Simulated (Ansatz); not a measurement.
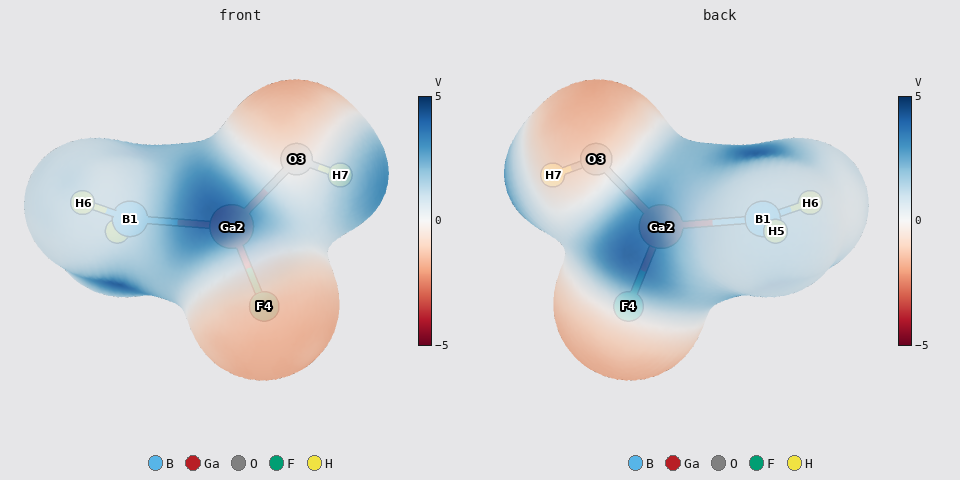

*BFGaH3O (SMILES [BH2][Ga]([OH])[F]). The molecular electrostatic potential painted on the density surface at 0.004 e/bohr³, seen from the front and from behind; red is negative and blue positive.*

Geometry: PBE0-D4/def2-TZVP.

Computed with RKS PBE0-D4/def2-TZVPP (Ansatz).

```xyz
7

B    -0.9746    1.2163   -0.3113
Ga    0.1425   -0.4871    0.0607
O     1.8616   -0.5803    0.5079
F    -0.5780   -2.0977   -0.0443
H    -1.0558    1.6655   -1.4133
H    -1.5616    1.7666    0.5694
H     2.1659   -1.4833    0.6310
```

### Where is the surface potential most negative and most positive?

The most negative region (about −1.7 V, or −39 kcal/mol for a unit charge) lies over O3 and F4, the most positive (about +4.0 V, or +92 kcal/mol for a unit charge) over B1 and Ga2.
